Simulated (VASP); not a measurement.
Band structure of CaF2 (fluorite). Level of theory: vdW-DF-cx, VASP's PBE PAW potentials (set 64) (plane waves; VASP).

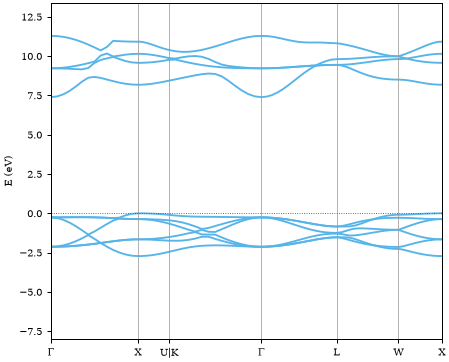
Figure. Bands along high-symmetry lines, zero at the valence-band maximum or, without a gap, the Fermi level

**Question.** Read the plot: is there a gap, and where are the band edges?

**Answer.** The gap is indirect, 7.39 eV, from the valence maximum at X to the conduction minimum at Γ. (Edges off the drawn lines would not show.)

Measured: gap 11.80 eV (computed value off by -4.41 eV), as given by E. Cadelano et al., The European Physical Journal B (2011), arXiv:1107.5962.

The compound is CaF2 in the fluorite structure. It was relaxed first.
